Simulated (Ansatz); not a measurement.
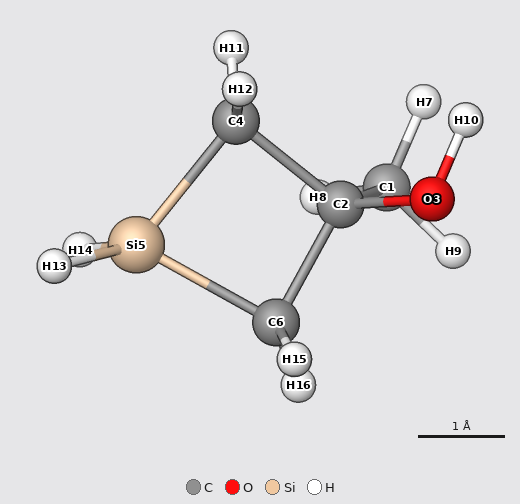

**Figure 1.** The structure as given in the input (ball-and-stick view, seen at a tilt; atoms are numbered from 1 in the order of the input). Bond lengths as drawn: C–C 1.56 to 1.59 Å, C–H 1.09 to 1.10 Å, C–O 1.45 Å, C–Si 1.87 Å, H–O 1.02 Å and H–Si 1.45 Å.

# C₄H₁₀OSi: molecular dynamics (part 1 of 3)

The run: molecular dynamics of C₄H₁₀OSi, SMILES CC1(O)C[SiH2]C1. Method and program: RKS PBE0-D4/STO-3G (Ansatz 0.2.0).

One setting was made poor on purpose. It belongs to a series of runs on one base structure; here: dynamics from the start. Figures and captions count atoms from 1; the log counts them from 0 in places.

The program's output
```
Engine: ansatz 0.2.0, aarch64-unknown-linux-gnu
Functional definition: PBE0
  parameter a = 0.25
  parameter kappa = 0.804
  parameter beta = 0.06672455060314922
  exchange = (1 - a)*pbe_x(kappa = kappa, mu = beta*pi^2/3) + a*exact_x
  correlation = pbe_c(beta = beta)
these checks for a lower state are left out or cut short: stability, starts, cluster_reference, orbital_swaps, neighbouring_geometries, increment
656 factors; integrals over basis functions are off by at most 1.4e-5 eV
mean field evaluation 1: about -14053.5868 eV, gradient 2.2e1 eV
mean field evaluation 2: about -14053.7849 eV, gradient 2.2e1 eV
mean field evaluation 4: about -14055.1463 eV, gradient 4.8e-1 eV
mean field evaluation 8: about -14055.0923 eV, gradient 3.0e-2 eV
mean field -14055.09234618 eV, -516.5151168383 hartree, gradient 3.6e-6 eV, S^2 0.000000; 0 other end points of the search recorded, 0 dependent functions left out
the calculation of the forces begins
reference -14055.09236642 eV, -516.5151175822 hartree; 28, 28 occupied and 16, 16 virtual orbitals, 656 factors
md step     0: t =     0.00 fs  T =    93.8 K  F+E_penalty+E_count = -14055.41650573 eV  E_kin = 0.193890 eV  (13 SCF iters)
these checks for a lower state are left out or cut short: stability, starts, cluster_reference, orbital_swaps, neighbouring_geometries, increment
656 factors; integrals over basis functions are off by at most 1.5e-5 eV
mean field evaluation 16: about -14054.7206 eV, gradient 3.3e0 eV
mean field -14054.70245637 eV, -516.5007886520 hartree, gradient 1.8e-6 eV, S^2 0.000000; 0 other end points of the search recorded, 0 dependent functions left out
[... from here on the field's lines of each further geometry are left out, up to the last ...]
md step     1: t =     4.00 fs  T =    97.2 K  F+E_penalty+E_count = -14055.02563357 eV  E_kin = 0.201002 eV  (18 SCF iters, 5 dispersion substeps)
md step     2: t =     8.00 fs  T =  5725.3 K  F+E_penalty+E_count = -14050.73496224 eV  E_kin = 11.840923 eV  (16 SCF iters, 5 dispersion substeps)
md step     3: t =    12.00 fs  T = 32996.4 K  F+E_penalty+E_count = -14022.45265636 eV  E_kin = 68.241827 eV  (60 SCF iters, 31 dispersion substeps)
md step     4: t =    16.00 fs  T = 61042.2 K  F+E_penalty+E_count = -14014.67821228 eV  E_kin = 126.245063 eV  (113 SCF iters, 69 dispersion substeps)
md step     5: t =    20.00 fs  T = 44915.5 K  F+E_penalty+E_count = -14010.27601370 eV  E_kin = 92.892402 eV  (71 SCF iters, 113 dispersion substeps)
md step     6: t =    24.00 fs  T = 1767929.6 K  F+E_penalty+E_count = -13938.14215771 eV  E_kin = 3656.361266 eV  (72 SCF iters, 113 dispersion substeps)
md step     7: t =    28.00 fs  T = 4795885.6 K  F+E_penalty+E_count = -13991.00979669 eV  E_kin = 9918.658620 eV  (263 SCF iters, 301 dispersion substeps)
md step     8: t =    32.00 fs  T = 4186721.2 K  F+E_penalty+E_count = -13937.42625720 eV  E_kin = 8658.809201 eV  (255 SCF iters, 321 dispersion substeps)
md step     9: t =    36.00 fs  T = 4740209.2 K  F+E_penalty+E_count = -13980.36490342 eV  E_kin = 9803.511031 eV  (508 SCF iters, 321 dispersion substeps)
md step    10: t =    40.00 fs  T = 3181248.2 K  F+E_penalty+E_count = -13976.62833837 eV  E_kin = 6579.330233 eV  (320 SCF iters, 321 dispersion substeps)
md step    11: t =    44.00 fs  T = 2128117.8 K  F+E_penalty+E_count = -13976.42314794 eV  E_kin = 4401.288109 eV  (316 SCF iters, 321 dispersion substeps)
md step    12: t =    48.00 fs  T = 1429468.9 K  F+E_penalty+E_count = -13978.83988571 eV  E_kin = 2956.370318 eV  (337 SCF iters, 321 dispersion substeps)
md step    13: t =    52.00 fs  T = 1072717.0 K  F+E_penalty+E_count = -13963.81743280 eV  E_kin = 2218.550396 eV  (346 SCF iters, 321 dispersion substeps)
md step    14: t =    56.00 fs  T = 983380.6 K  F+E_penalty+E_count = -13972.19536111 eV  E_kin = 2033.788384 eV  (560 SCF iters, 321 dispersion substeps)
md step    15: t =    60.00 fs  T = 659165.7 K  F+E_penalty+E_count = -13964.04633890 eV  E_kin = 1363.260062 eV  (564 SCF iters, 321 dispersion substeps)
md step    16: t =    64.00 fs  T = 441038.4 K  F+E_penalty+E_count = -13959.69626730 eV  E_kin = 912.137887 eV  (535 SCF iters, 321 dispersion substeps)
md step    17: t =    68.00 fs  T = 293857.5 K  F+E_penalty+E_count = -13958.68504817 eV  E_kin = 607.744403 eV  (319 SCF iters, 321 dispersion substeps)
md step    18: t =    72.00 fs  T = 198063.7 K  F+E_penalty+E_count = -13958.84357882 eV  E_kin = 409.627508 eV  (351 SCF iters, 321 dispersion substeps)
md step    19: t =    76.00 fs  T = 133226.6 K  F+E_penalty+E_count = -13959.34233390 eV  E_kin = 275.533821 eV  (377 SCF iters, 321 dispersion substeps)
md step    20: t =    80.00 fs  T = 90638.2 K  F+E_penalty+E_count = -13962.14903354 eV  E_kin = 187.454267 eV  (369 SCF iters, 321 dispersion substeps)
md step    21: t =    84.00 fs  T = 60247.3 K  F+E_penalty+E_count = -13963.63920771 eV  E_kin = 124.601053 eV  (411 SCF iters, 321 dispersion substeps)
md step    22: t =    88.00 fs  T = 41385.3 K  F+E_penalty+E_count = -13963.10116963 eV  E_kin = 85.591492 eV  (665 SCF iters, 321 dispersion substeps)
md step    23: t =    92.00 fs  T = 28314.5 K  F+E_penalty+E_count = -13963.71902980 eV  E_kin = 58.558874 eV  (422 SCF iters, 321 dispersion substeps)
md step    24: t =    96.00 fs  T = 63515.6 K  F+E_penalty+E_count = -13966.34178228 eV  E_kin = 131.360439 eV  (318 SCF iters, 321 dispersion substeps)
md step    25: t =   100.00 fs  T = 156759.2 K  F+E_penalty+E_count = -13965.03628402 eV  E_kin = 324.203156 eV  (471 SCF iters, 321 dispersion substeps)
md step    26: t =   104.00 fs  T = 106674.1 K  F+E_penalty+E_count = -13963.28370556 eV  E_kin = 220.619158 eV  (478 SCF iters, 321 dispersion substeps)
md step    27: t =   108.00 fs  T = 76105.1 K  F+E_penalty+E_count = -13959.74535432 eV  E_kin = 157.397452 eV  (603 SCF iters, 321 dispersion substeps)
md step    28: t =   112.00 fs  T = 50244.1 K  F+E_penalty+E_count = -13959.71107616 eV  E_kin = 103.912893 eV  (612 SCF iters, 321 dispersion substeps)
md step    29: t =   116.00 fs  T = 33761.2 K  F+E_penalty+E_count = -13959.61789584 eV  E_kin = 69.823602 eV  (397 SCF iters, 321 dispersion substeps)
md step    30: t =   120.00 fs  T = 23022.8 K  F+E_penalty+E_count = -13959.77151742 eV  E_kin = 47.614857 eV  (275 SCF iters, 321 dispersion substeps)
md step    31: t =   124.00 fs  T = 15426.8 K  F+E_penalty+E_count = -13959.67745375 eV  E_kin = 31.905188 eV  (383 SCF iters, 321 dispersion substeps)
md step    32: t =   128.00 fs  T = 10369.5 K  F+E_penalty+E_count = -13959.93122767 eV  E_kin = 21.445818 eV  (448 SCF iters, 321 dispersion substeps)
md step    33: t =   132.00 fs  T =  6998.5 K  F+E_penalty+E_count = -13959.99497888 eV  E_kin = 14.473921 eV  (392 SCF iters)
md step    34: t =   136.00 fs  T =  4581.1 K  F+E_penalty+E_count = -13960.02056387 eV  E_kin = 9.474379 eV  (574 SCF iters)
md step    35: t =   140.00 fs  T =  3179.1 K  F+E_penalty+E_count = -13959.98891016 eV  E_kin = 6.574867 eV  (385 SCF iters)
md step    36: t =   144.00 fs  T =  2060.8 K  F+E_penalty+E_count = -13959.99250739 eV  E_kin = 4.262121 eV  (1073 SCF iters)
md step    37: t =   148.00 fs  T =  1438.7 K  F+E_penalty+E_count = -13959.99111199 eV  E_kin = 2.975383 eV  (440 SCF iters)
md step    38: t =   152.00 fs  T =  1025.1 K  F+E_penalty+E_count = -13960.03360623 eV  E_kin = 2.119982 eV  (436 SCF iters)
the calculation of the forces begins
reference -13959.98731324 eV, -513.0200713423 hartree; 28, 28 occupied and 16, 16 virtual orbitals, 537 factors
md step    39: t =   156.00 fs  T =   745.9 K  F+E_penalty+E_count = -13960.03571752 eV  E_kin = 1.542544 eV  (368 SCF iters)
these checks for a lower state are left out or cut short: stability, starts, cluster_reference, orbital_swaps, neighbouring_geometries, increment
535 factors; integrals over basis functions are off by at most 1.5e-5 eV
mean field evaluation 1248: about -13960.0259 eV, gradient 8.0e-2 eV
mean field evaluation 1280: about -13960.0122 eV, gradient 1.5e-5 eV
mean field -13960.01223762 eV, -513.0209872963 hartree, gradient 2.3e-6 eV, S^2 0.000000; 0 other end points of the search recorded, 0 dependent functions left out
the calculation of the forces begins
reference -13960.01231451 eV, -513.0209901221 hartree; 28, 28 occupied and 16, 16 virtual orbitals, 535 factors
md step    40: t =   160.00 fs  T =   583.4 K  F+E_penalty+E_count = -13960.06081575 eV  E_kin = 1.206657 eV  (737 SCF iters)
```

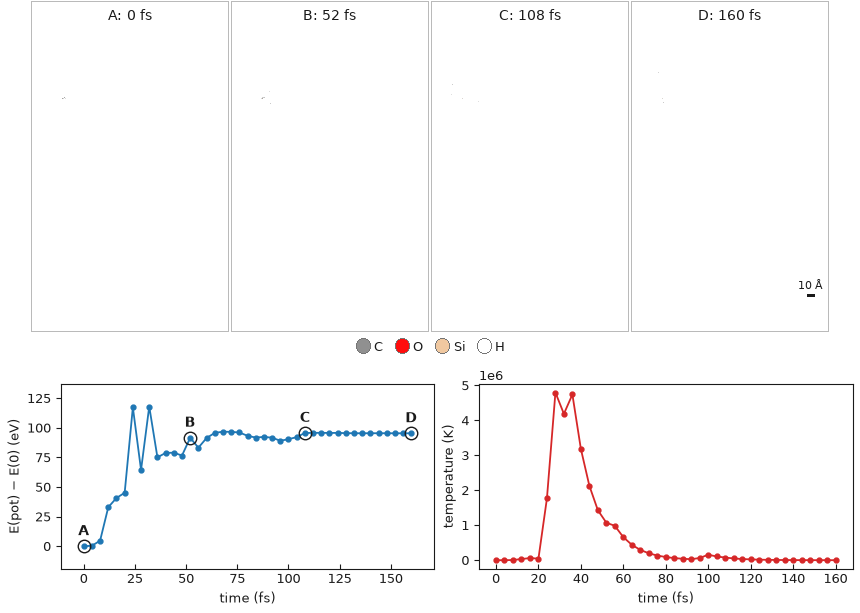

**Figure 2.** Frames of the molecular dynamics (ball-and-stick, seen at a tilt) above the curves, on which the letters mark them. The trajectory kept here has 41 frames over 160 fs. The temperature starts at 94 K, ranges from 94 to 4795886 K and averages 37004 K over the second half. The potential energy ends 95.356 eV above its first value. After an unweighted best fit of the last frame on the first, the root-mean-square displacement is 99.96 Å, and H16 has moved furthest (296.77 Å).

```
Total energy: -13960.06089265 eV, -513.0227753356 hartree
Atom 0 at    -3.147143     4.094317   -19.299589 Å, force    -0.000053    -0.000023     0.000164 eV/Å
Atom 1 at     0.366645     0.993790     0.032064 Å, force     0.627655     0.022504     0.675103 eV/Å
Atom 2 at     1.244199     0.971077     0.889366 Å, force    -0.271396    -0.023621    -0.331160 eV/Å
Atom 3 at    -3.089176     5.769758     3.016966 Å, force     0.001954    -0.000233     0.001376 eV/Å
Atom 4 at    -0.942854     1.080911    -1.099421 Å, force    -0.354448     0.003079    -0.364550 eV/Å
Atom 5 at     6.908367    -5.170323   -25.306920 Å, force     0.000171    -0.000405     0.000031 eV/Å
Atom 6 at    11.686683    17.035503    35.724840 Å, force     0.000010    -0.000092    -0.000151 eV/Å
Atom 7 at    31.121079   -51.745397   230.328786 Å, force    -0.000033     0.000029     0.000015 eV/Å
Atom 8 at    -1.895628     3.009092    12.683443 Å, force     0.002878     0.004267    -0.005748 eV/Å
Atom 9 at     5.887934   -37.049871   -22.545070 Å, force    -0.002040     0.001484     0.005987 eV/Å
Atom 10 at     0.813745   -33.675478    -7.601460 Å, force     0.002041    -0.001240    -0.006041 eV/Å
Atom 11 at    44.998360   -56.751367   -47.634585 Å, force    -0.000054     0.000101     0.000092 eV/Å
Atom 12 at     0.094331     1.885616    -6.124968 Å, force    -0.001241    -0.017274     0.015463 eV/Å
Atom 13 at     0.725508    -7.484995    -9.181418 Å, force    -0.001199     0.016237     0.005987 eV/Å
Atom 14 at     6.489397    13.234982     3.080853 Å, force    -0.004278    -0.004786     0.003449 eV/Å
Atom 15 at   -97.961549    68.054924   300.396254 Å, force     0.000033    -0.000030    -0.000018 eV/Å
Dipole moment:    -0.342297     2.884430   -17.936283 e Å
Checks for a lower state left out: stability, starts, cluster_reference, orbital_swaps, neighbouring_geometries, increment
```

Trajectory as extended XYZ (Å, eV, eV/Å), 29 of the 41 frames kept, from step=0 to step=40
```
16
Properties=species:S:1:pos:R:3:forces:R:3 step=0 time_fs=0.0 energy=-14055.41651 temperature=93.8
C    -0.2116   -1.0599    1.3022    0.0010  -0.0017  -0.0011
C     0.4445    0.0446    0.4191   -0.0022  -0.0018   0.0041
O     1.6770    0.5368    1.0106    0.0015   0.0019  -0.0005
C     0.5757   -0.4480   -1.0907   -0.0008  -0.0033  -0.0003
Si   -0.8976    0.6198   -1.5326   -0.0013   0.0042  -0.0038
C    -0.5406    1.2585    0.1913    0.0022   0.0023  -0.0005
H     0.4421   -1.9403    1.3685   -0.0004  -0.0002   0.0002
H    -1.1708   -1.3765    0.8732   -0.0002  -0.0002   0.0001
H    -0.3907   -0.6783    2.3156    0.0001   0.0004  -0.0006
H     2.2261   -0.3204    1.0899   -0.0003  -0.0004   0.0002
H     0.5207   -1.5347   -1.2133    0.0010  -0.0002   0.0008
H     1.5165   -0.0890   -1.5241   -0.0013   0.0009   0.0002
H    -0.7489    1.5433   -2.6346   -0.0002  -0.0004  -0.0003
H    -2.1449   -0.0977   -1.6652    0.0013  -0.0010   0.0007
H     0.0246    2.1976    0.2033   -0.0005   0.0008  -0.0001
H    -1.3450    1.3214    0.9311    0.0000  -0.0011   0.0009
16
Properties=species:S:1:pos:R:3:forces:R:3 step=1 time_fs=4.0 energy=-14055.02563 temperature=97.2
C    -0.2160   -1.0732    1.2988    0.3852   1.1161   1.7777
C     0.4602    0.0536    0.4257   -0.5173  -1.1757  -0.3448
O     1.6755    0.5366    1.0119    1.7321  -0.7902   0.6770
C     0.5785   -0.4491   -1.0938    0.2781   1.5285   0.0757
Si   -0.9001    0.6221   -1.5371    0.1620  -1.1870   1.4022
C    -0.5401    1.2434    0.1824   -0.8705   2.1625   1.8543
H     0.4315   -1.9642    1.3808   -0.0446   0.2088  -0.1068
H    -1.1662   -1.3818    0.8417   -0.1011   0.1083   0.3076
H    -0.3554   -0.6427    2.3680   -0.1153  -0.9935  -2.0532
H     2.2866   -0.3246    1.1549   -1.4879   1.3868  -0.4543
H     0.5250   -1.5118   -1.1904   -0.0431  -1.1411  -0.2226
H     1.5136   -0.0769   -1.5494   -0.2339  -0.2054   0.1908
H    -0.7982    1.5347   -2.5662    0.3304   1.2802  -1.4754
H    -2.1250   -0.0872   -1.7170   -0.4305  -0.2808   0.0881
H    -0.0207    2.2379    0.2409    0.0876  -1.0036  -0.5877
H    -1.3469    1.4129    0.9709    0.8690  -1.0140  -1.1287
16
Properties=species:S:1:pos:R:3:forces:R:3 step=3 time_fs=12.0 energy=-14022.45266 temperature=32996.4
C    -0.1839   -1.1372    1.1315    6.0852   5.1007   0.6834
C     0.4759    0.0445    0.4270    0.8289  -0.0815   1.6014
O     1.6177    0.6703    0.9967   -0.4021  -1.2622  -0.2659
C     0.5574   -0.4658   -1.0790    4.7645  47.7167   3.2966
Si   -0.9207    0.6120   -1.5388    0.8632  -1.3900   1.0338
C    -0.5267    1.2188    0.1563   -0.9514   6.2697   3.9790
H     0.3873   -1.9530    1.3246    2.6475  -3.1992   1.1674
H    -1.1096   -1.3202    0.9628   -8.1989  -1.2162  -1.3195
H    -0.6105    0.0455    4.3225    0.0855  -0.2597  -0.7763
H     3.4966   -2.1934    1.5919   -0.2600   0.3448  -0.0762
H     0.5598   -1.1865   -1.1898    0.3332 -45.3617  -6.7820
H     1.8326    0.0625   -1.6994   -5.5088  -2.2478   2.6904
H    -0.7536    1.5035   -2.5556    0.3590   1.6392  -1.9322
H    -2.1504   -0.0408   -1.7007   -1.0499  -0.7433  -0.0763
H     0.2846    2.5567    0.1176   -3.4364  -5.4284   0.4798
H    -1.9508    1.2563    1.5667    3.8404   0.1190  -3.7032
16
Properties=species:S:1:pos:R:3:forces:R:3 step=4 time_fs=16.0 energy=-14014.67821 temperature=61042.2
C    -0.0920   -1.1305    0.9805   -2.2050  -8.3743   1.2645
C     0.4867    0.0385    0.4420    2.6288   5.8019   1.8473
O     1.5556    0.7734    0.9703    0.6191  -1.5460   0.8693
C     0.5934    0.0622   -1.0223   -5.5024  -1.9603   3.8660
Si   -0.9274    0.6019   -1.5400   -4.7231   3.2567  -3.2807
C    -0.5122    1.2620    0.1739   -4.4045  -0.6670   1.0653
H     0.7338   -2.3825    1.4378   -3.1972   4.9998  -1.7458
H    -2.1685   -1.4357    0.8439    4.5058   0.7396   0.4348
H    -0.8563    0.6807    5.9829    0.0009   0.0015  -0.0796
H     4.5675   -3.8209    1.9184   -0.0327  -0.0142  -0.0254
H     0.6446   -7.1048   -2.1467    0.0218   0.0234   0.0250
H     1.3809   -0.1390   -1.4970    8.4445  -2.0099  -4.4215
H    -0.6860    1.6052   -2.7314   -0.7857  -1.6321   1.8582
H    -2.2765   -0.0972   -1.6628    1.6364   0.4112   0.0198
H     0.0884    2.1689    0.1526    0.2073   0.8875   0.6888
H    -2.0324    1.2120    1.6174    2.7858   0.0823  -2.3862
```
